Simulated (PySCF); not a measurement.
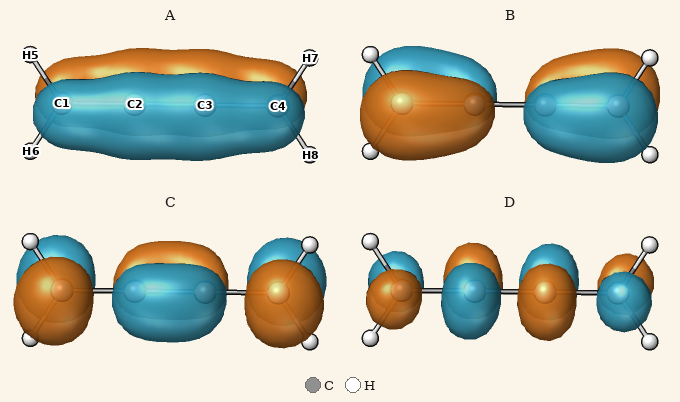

Figure. C4H4, SMILES `C=C=C=C`. Natural orbitals of the π active space, CASSCF(4,4), singlet state, in random order.

PySCF calculation, cc-pVDZ basis, gas phase; geometry: GFN2-xTB. No frequency check shows the geometry to be a minimum.

Cartesian coordinates (Å):

```
C1       1.9368    0.0003    0.0000
C2       0.6296   -0.0010    0.0000
C3      -0.6296    0.0010    0.0000
C4      -1.9368   -0.0003    0.0000
H5       2.5012   -0.9192    0.0000
H6       2.5011    0.9194    0.0000
H7      -2.5011   -0.9194    0.0000
H8      -2.5012    0.9192    0.0000
```

**Which orbitals are strongly, which singly and which weakly occupied?**

Strongly: A (1.95), B (1.87). Weakly: C (0.13), D (0.05). Broadly, orbitals with more nodes between bonded atoms hold fewer electrons.

**How multiconfigurational is the state?**

The leading determinant weighs 0.91; the effective number of unpaired electrons, Σ n²(2−n)², is 0.14; the most occupied of the weakly occupied orbitals holds 0.13 e, as in an ordinary closed-shell π system. The active space lowers the energy by 1.49 eV against Hartree–Fock.

**Where does the lowest triplet lie relative to the singlet, at this geometry and within this active space?**

2.88 eV above it by strongly contracted NEVPT2 (+2.98 eV by CASSCF); a small basis tends to put such gaps a few tenths of an eV too high. This is a vertical energy for π states alone; a state that uses lone pairs or σ orbitals may lie lower.
